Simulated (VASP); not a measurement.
Band structure of Pb (fcc). Method: PBEsol GGA, VASP's PBE PAW potentials (set 64) (plane waves; VASP 6.6.1).

Unless said otherwise, spin-orbit coupling is left out, though it shifts the bands of the heavy elements here.

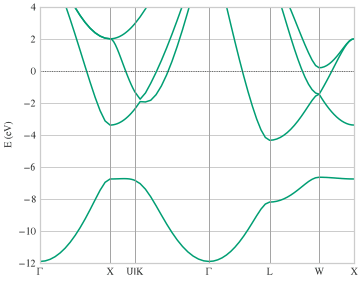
*Bands along high-symmetry lines, zero at the valence-band maximum or, without a gap, the Fermi level*

### Question
Read the plot: is there a gap, and where are the band edges?

### Answer
It has no gap at this level: it comes out as a metal or semimetal. (Edges off the drawn lines would not show.)

The compound is Pb in the fcc structure. It was relaxed first.
